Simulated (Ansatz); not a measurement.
# GeTe (SMILES [Ge][Te]) at 6 levels

Wanted: a comparison of 6 runs (UHF/STO-3G, UPBE/STO-3G, r2SCAN/STO-3G, r2SCAN0/STO-3G, UMP2/STO-3G, BCCD(T)/STO-3G) of GeTe. 

Program for the calculation: Ansatz 0.2.0.

73 further runs of the same task are left out: 41 that didn't finish, 32 set aside as unsound or not needed.

## Step 1: The molecule

GeTe: 2 atoms, total charge 0, spin state singlet. As SMILES, `[Ge][Te]`. The Te2–Ge1 distance was set to 2.925 Å, away from the relaxed value.

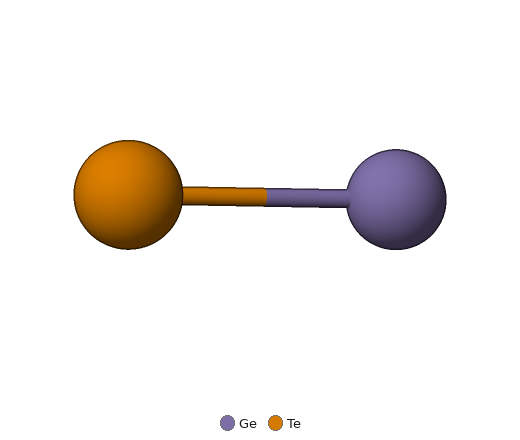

Viewed from a chosen angle; germanium purple, tellurium orange.

## Step 2: A single-point energy at UHF/STO-3G (run 1)

Contents of job.yaml:

```yaml
crystal:
  periodic: [false, false, false]
  atoms:
    - {symbol: Ge, position_ang: [0.000000, 0.000000, -0.585035]}
    - {symbol: Te, position_ang: [0.000000, 0.000000, 2.340165]}
basis:
  gaussian: {orbitals: STO-3G}
magnetization: {spin_polarized: true, initial_magnetization: 0}
hamiltonian: {xc: hf}
accuracy: high
```

Run with:

```sh
$ ansatz run job.yaml --threads 1 --pin off --max-ram 2610MiB --events-out events.jsonl --progress --plain --runs-dir runs
```

Standard output:

```text
Warning: RAYON_NUM_THREADS=1 ignored (pool sized by the plan → 1); use --threads N
Functional definition: HF
  name "HF"
  exchange = exact_x
  correlation = 0
546 factors; integrals over basis functions are off by at most 5.3e-9 eV
mean field evaluation 1: about -233977.4848 eV, gradient 1.7e1 eV
mean field evaluation 2: about -233977.5185 eV, gradient 1.7e1 eV
mean field evaluation 4: about -233984.3411 eV, gradient 3.2e0 eV
mean field evaluation 8: about -233984.5633 eV, gradient 4.0e-2 eV
mean field evaluation 16: about -233984.5569 eV, gradient 5.0e-2 eV
mean field evaluation 32: about -233984.5572 eV, gradient 8.8e-2 eV
mean field evaluation 64: about -233985.2894 eV, gradient 3.3e-1 eV
mean field evaluation 96: about -233985.7398 eV, gradient 2.5e-1 eV
mean field evaluation 128: about -233986.0333 eV, gradient 4.3e-1 eV
mean field evaluation 160: about -233985.9846 eV, gradient 9.8e-1 eV
mean field evaluation 192: about -233985.3391 eV, gradient 1.2e-2 eV
mean field evaluation 224: about -233985.2532 eV, gradient 2.0e0 eV
mean field -233986.04706409 eV, -8598.8286281662 hartree, gradient 2.6e-8 eV, S^2 1.019986; 13 other end points of the search recorded, 0 dependent functions left out
reference -233986.04706409 eV, -8598.8286281662 hartree; 42, 42 occupied and 3, 3 virtual orbitals, 546 factors
Total energy: -233986.04706409 eV, -8598.8286281662 hartree
```

Run time: 6 s. Hardware: 1 thread of Arm Neoverse V1, shared host; peak memory 0.14 GiB.

## Step 3: A single-point energy at UPBE/STO-3G (run 2)

Contents of job.yaml:

```yaml
crystal:
  periodic: [false, false, false]
  atoms:
    - {symbol: Ge, position_ang: [0.000000, 0.000000, -0.585035]}
    - {symbol: Te, position_ang: [0.000000, 0.000000, 2.340165]}
basis:
  gaussian:
    orbitals: STO-3G
accuracy: high
magnetization:
  spin_polarized: true
hamiltonian:
  xc: pbe
```

Run with:

```sh
$ ansatz run job.yaml --threads 1 --pin off --max-ram 2610MiB --events-out events.jsonl --progress --plain --runs-dir runs
```

Standard output (excerpt; [...] marks lines left out):

```text
Warning: RAYON_NUM_THREADS=1 ignored (pool sized by the plan → 1); use --threads N
Functional definition: PBE
  name "PBE"
[...]
546 factors; integrals over basis functions are off by at most 5.3e-9 eV
[...]
mean field -234050.16396830 eV, -8601.1848809360 hartree, gradient 2.1e-8 eV, S^2 0.580924; 14 other end points of the search recorded, 0 dependent functions left out
reference -234050.16397016 eV, -8601.1848810042 hartree; 42, 42 occupied and 3, 3 virtual orbitals, 546 factors
Total energy: -234050.16397016 eV, -8601.1848810042 hartree
```

It took 39 s on 1 thread of Arm Neoverse V1, shared host; peak memory 0.14 GiB.

Run 3 isn't shown in full; the table further down has it.

## Step 4: A single-point energy at r2SCAN0/STO-3G (run 4)

Contents of job.yaml:

```yaml
crystal:
  periodic: [false, false, false]
  atoms:
    - symbol: Ge
      position_ang: [0.000000, 0.000000, -0.585035]
    - symbol: Te
      position_ang: [0.000000, 0.000000, 2.340165]
basis:
  gaussian:
    orbitals: STO-3G
hamiltonian:
  xc: {name: r2SCAN0}
accuracy: high
```

Run with:

```sh
$ ansatz run job.yaml --threads 1 --pin off --max-ram 2610MiB --events-out events.jsonl --progress --plain --runs-dir runs
```

Standard output:

```text
Warning: RAYON_NUM_THREADS=1 ignored (pool sized by the plan → 1); use --threads N
Functional definition: r2SCAN0
  name "r2SCAN0"
  parameter a = 0.25
  parameter k0 = 0.174
  parameter k1 = 0.065
  parameter a1 = 4.9479
  exchange = (1 - a)*r2scan_x(k0 = k0, k1 = k1, a1 = a1) + a*exact_x
  correlation = r2scan_c
546 factors; integrals over basis functions are off by at most 5.3e-9 eV
mean field evaluation 1: about -234080.8629 eV, gradient 2.5e1 eV
mean field evaluation 2: about -233998.1704 eV, gradient 6.7e1 eV
mean field evaluation 4: about -234082.9314 eV, gradient 2.4e1 eV
mean field evaluation 8: about -234084.1630 eV, gradient 2.2e1 eV
mean field evaluation 16: about -234088.5677 eV, gradient 1.2e-6 eV
mean field -234088.56774986 eV, -8602.5961938772 hartree, gradient 7.0e-9 eV, S^2 0.000000; 0 other end points of the search recorded, 0 dependent functions left out
reference -234088.56775015 eV, -8602.5961938878 hartree; 42, 42 occupied and 3, 3 virtual orbitals, 546 factors
Total energy: -234088.56775015 eV, -8602.5961938878 hartree
```

Run time: 6.9 s. Hardware: 1 thread of Arm Neoverse V1, shared host; peak memory 0.17 GiB.

Run 5 isn't shown in full; the table further down has it.

## Step 5: A single-point energy at BCCD(T)/STO-3G (run 6)

Contents of job.yaml:

```yaml
basis:
  gaussian:
    orbitals: STO-3G
crystal:
  periodic: [false, false, false]
  atoms:
    - {symbol: Ge, position_ang: [0.000000, 0.000000, -0.585035]}
    - {symbol: Te, position_ang: [0.000000, 0.000000, 2.340165]}
correlation:
  method: bccd_t
  frozen_orbitals: {Ge: 9, Te: 18}
accuracy: high
scf:
  omitted_lower_state_checks: [cluster_reference, increment]
```

Run with:

```sh
$ ansatz run job.yaml --threads 1 --pin off --max-ram 2610MiB --events-out events.jsonl --progress --plain --runs-dir runs
```

Standard output (excerpt; [...] marks lines left out):

```text
Warning: RAYON_NUM_THREADS=1 ignored (pool sized by the plan → 1); use --threads N
[... 2 set-up lines as earlier in the session ...]
[...]
546 factors; integrals over basis functions are off by at most 5.3e-9 eV
[...]
mean field -233984.55698485 eV, -8598.7738687641 hartree, gradient 1.7e-8 eV, S^2 0.000000; 6 other end points of the search recorded, 0 dependent functions left out; unrestricted orbitals would lower it
27 core orbitals not correlated: weight in the atoms' cores, before any rotation towards them, 1.000 or more for the frozen orbitals, at most 0.000 for the correlated occupied ones
reference -233984.55698485 eV, -8598.7738687641 hartree; 15, 15 occupied and 3, 3 virtual orbitals, 546 factors
second order -2.20428830 eV of doubles, -0.00000000 eV of singles
cycle   1  -1.16170880 eV  change     1.0e0 eV  update   3.6e-1
[...]
cycle  24  -2.38428262 eV  change   -1.5e-9 eV  update   2.1e-9
perturbative correction -0.84246987 eV, -0.0309601967 hartree
Total energy: -233987.78373734 eV, -8598.8924497310 hartree
Checks for a lower state left out: cluster_reference, increment
```

Run time: 2.2 s. Hardware: 1 thread of Arm Neoverse V1, shared host; peak memory 0.1 GiB.

## Step 6: The series

```tsv
run	level	frozen core orbitals	energy (Eh)	wall time
1	UHF/STO-3G	–	-8598.828628	6 s
2	UPBE/STO-3G	–	-8601.184881	39 s
3	r2SCAN/STO-3G	–	-8602.438424	41 s
4	r2SCAN0/STO-3G	–	-8602.596194	6.9 s
5	UMP2/STO-3G	27	-8598.852459	11 s
6	BCCD(T)/STO-3G	27	-8598.892450	2.2 s
```

## Step 7: Summary of results

| quantity | value |
| --- | --- |
| run 6: total energy | -8598.89245 Eh |
| run 6: correlation energy (27 core orbitals frozen) | -118.6 mEh |
| run 6: (T) correction | -30.96 mEh |

Below the UHF energy at the same shape and in the same basis (STO-3G): UMP2 -23.8 mEh; BCCD(T) -63.8 mEh. Some of these start from another determinant than that one, so these aren't their correlation energies. Totals of different functionals can't be ranked against each other. In run 6 the log says that unrestricted orbitals would lower the reference, so the values rest on an unstable closed-shell determinant (other closed-shell runs at this shape may share the fault). In runs 1, 2, 3, 4, 5, 6 the basis is minimal, so the values are rough. In runs 1, 2, 3, 4, 5, 6 relativity is left out where basis or elements ask for it. Spin contamination of the reference: run 1 ⟨S²⟩ = 1.02, run 5 ⟨S²⟩ = 1.02, run 2 ⟨S²⟩ = 0.58. Where it is this large, the reference is a mixture of spin states, and values that rest on it are in doubt. All runs together took 1.8 min, the longest 41 s.
